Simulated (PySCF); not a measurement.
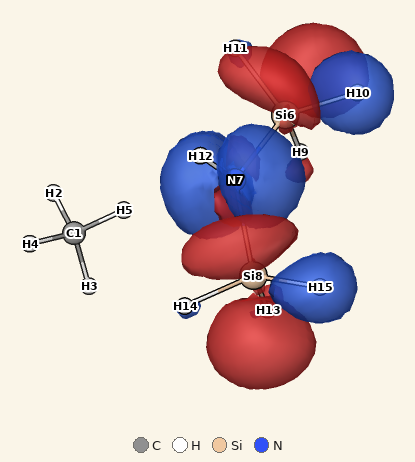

Figure 1: CH$_{11}$NSi$_{2}$, SMILES `C.[SiH3]N[SiH3]`. Unrelaxed difference density of S₃ less the ground state (TDA singlet states), ±0.02 e/Å³; red: gain, blue: loss.

Method: CAM-B3LYP/def2-SVP; geometry: GFN2-xTB; program: PySCF. The pair's geometry is semi-empirical, so its contact may be too short or too long. Without diffuse functions Rydberg states are missing, so the states' numbers hold for this basis only.

Input

```python
import numpy as np
from pyscf import gto, scf, dft, tdscf
from pyscf.scf import atom_ks, atom_hf
from scipy.linalg import block_diag

def solve(mol, dm0=None, hcore=None):
    mf = (dft.UKS if mol.spin else dft.RKS)(mol, xc='camb3lyp')
    mf.grids.level = 3
    mf = mf.density_fit(auxbasis='def2-universal-jkfit')
    mf.conv_tol, mf.max_cycle = 1e-8, 80
    if hcore is not None:
        mf.get_hcore = lambda *args: hcore
    mf.kernel(dm0)
    if not mf.converged:
        mf = mf.newton().run(mf.mo_coeff, mf.mo_occ, max_cycle=30)
    assert mf.converged, 'SCF not converged'
    return mf

mol = gto.M(atom='''
C     -3.08558     0.72449    -0.04346
H     -3.40467     1.75703    -0.10419
H     -3.39637     0.19880    -0.93678
H     -3.53821     0.25777     0.82191
H     -2.00777     0.68012     0.04296
Si     1.31410     1.27974    -0.12262
N      0.50118    -0.08593     0.56697
Si     0.25001    -1.65975    -0.11490
H      0.81122     1.42176    -1.48617
H      2.77146     1.10148    -0.14226
H      0.95758     2.41872     0.72483
H      0.40713    -0.04914     1.56934
H     -0.25356    -1.45578    -1.47036
H     -0.72974    -2.31181     0.75426
H      1.49070    -2.44426    -0.15634
''', basis='def2-svp', charge=0, spin=0, verbose=4)
mf = solve(mol)
td = mf.TDA()
td.nstates, td.singlet, td.conv_tol = 5, True, 1e-5
td.kernel()
td.analyze()
x, y = np.array([p[0] for p in td.xy]), np.array([p[1] + 0 * p[0] for p in td.xy])
f, mu = td.oscillator_strength(), td.transition_dipole()
nto = [td.get_nto(state=i + 1, verbose=4) for i in range(len(td.e))]
# spherically averaged free atoms, for the promolecule
atm = atom_ks.get_atm_nrks(mol, xc='camb3lyp')
pro = block_diag(*[(atm[a[0]][2] * atm[a[0]][3]) @ atm[a[0]][2].T for a in mol._atom])
np.savez('result.npz', e=td.e, f=f, ok=td.converged, w=[n[0] for n in nto], nto=[n[1] for n in nto], x=x, y=y, c=mf.mo_coeff, occ=mf.mo_occ, eps=mf.mo_energy, pro=pro, mu=mu)
```

Launched as:

```sh
OMP_NUM_THREADS=1 python input.py
```

The run took 9.2 min on 1 thread of Arm Neoverse V1, on a shared host, peak memory 0.7 GiB.

**How does the charge move on excitation?**

0.73 e is displaced in all, of which about 0.5 e passes between atoms: N7 (0.37 e) and H10 (0.04 e) lose electrons and Si6 (0.16 e) and Si8 (0.16 e) gain them. The state: 8.18 eV (152 nm), f = 0.031; the leading pair carries 87 %; hole on N7 (45 %), Si6 and Si8 (12 % each) and H10 and H15 (9 % each), electron on Si6 and Si8 (28 % each), N7 (8 %) and H9 and H13 (6 % each); their centroids lie 0.3 Å apart.
